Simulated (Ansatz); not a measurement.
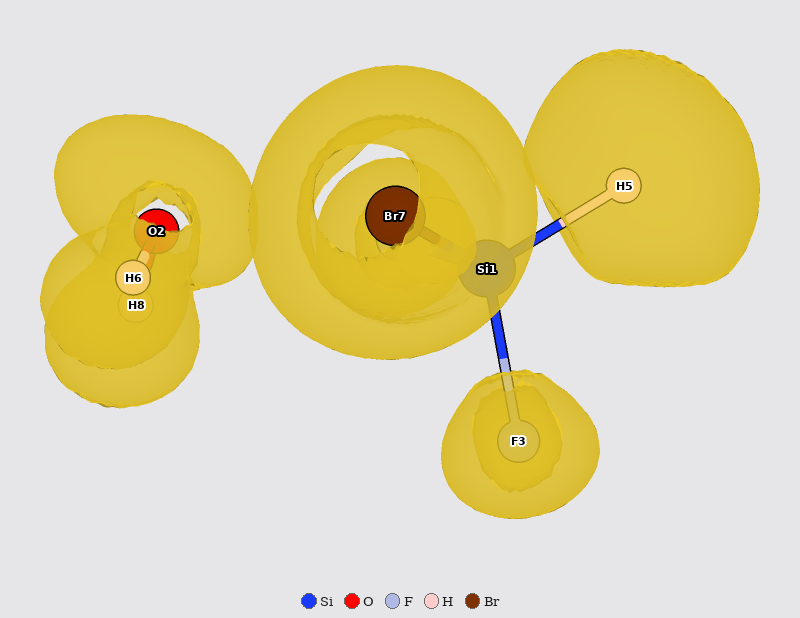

*BrF$_{2}$HSi···H$_{2}$O. Isosurface of the ELF at 0.8 (yellow), seen from one side. Only the valence region is drawn (cores and ρ < 0.01 e/Å³ removed).*

Not at a stationary point (largest force 0.6 eV/Å).

Method: RKS BLYP/def2-SVP in Ansatz 0.2.0.

```xyz
8

Si   -0.2686    1.0691   -0.5108
O     0.5499   -1.3919    1.1508
F    -1.5118    0.6096   -1.4550
F    -0.7667    0.8255    1.0168
H    -0.0281    2.5329   -0.6304
H     0.8048   -1.9850    0.4198
Br    1.5695    0.0267   -1.3915
H    -0.3491   -1.6869    1.4000
```

Question: What do the ELF domains correspond to?

Answer: The ELF exceeds this value in one region between bonded Br–Si atoms (shared pairs), one region around a hydrogen nucleus, one ring or bowl of non-bonding electrons around Br, two regions wrapped around F (its lone pairs, merged into a ring or cap) and one joined region spread over several atoms (H, O), in which their bonds and any lone pairs are merged.

Values along the shortest contacts:
Si1···O2 (3.08 Å): the ELF dips to about 0.05 between them. Si–F (1.63 Å): the ELF peaks at about 0.85 in the valence shell of F, 0.5 Å from its nucleus, and is about 0.45 at the midpoint.
